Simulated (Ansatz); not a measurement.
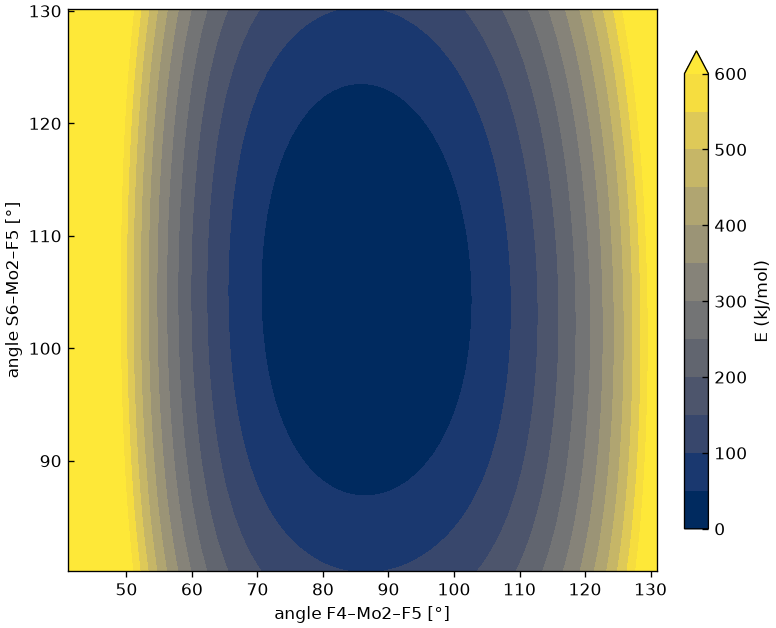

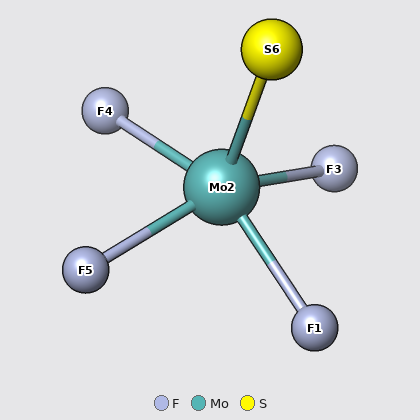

Energy landscape of F4MoS, SMILES [F][Mo]([F])([F])([F])=[S]. The first coordinate is: angle F4–Mo2–F5; the second: angle S6–Mo2–F5. Nothing is relaxed (all other coordinates rigid). The grid has 9 × 9 points. Energies: kJ/mol, counted from the lowest grid point. The calculation used RKS PBE0-D4/def2-SVP (Ansatz 0.2.0).

In the figure: filled contours, one colour for all values above the top of the scale. Between grid points the surface is interpolated. The second picture is the structure at the lowest point.

What does the map say about the system?

Answer. The lowest grid point is at angle F4–Mo2–F5 = 86.0°, angle S6–Mo2–F5 = 105.2°. It is the only kind of minimum in the scanned range. The highest grid point, angle F4–Mo2–F5 = 41.0°, angle S6–Mo2–F5 = 130.2°, lies 1260 kJ/mol above the lowest. Round the minimum the two coordinates are nearly uncoupled.

Each point was launched as `ansatz run input.yaml --threads 1 --pin off --max-ram 2560MiB --backend cpu --events-out ev --progress --plain --runs-dir out`. Time for the 81 points that were run: 13 min on 1 thread of Intel(R) Xeon(R) Platinum 8259CL CPU @ 2.50GHz (Skylake/Cascade Lake), with other jobs on the host.
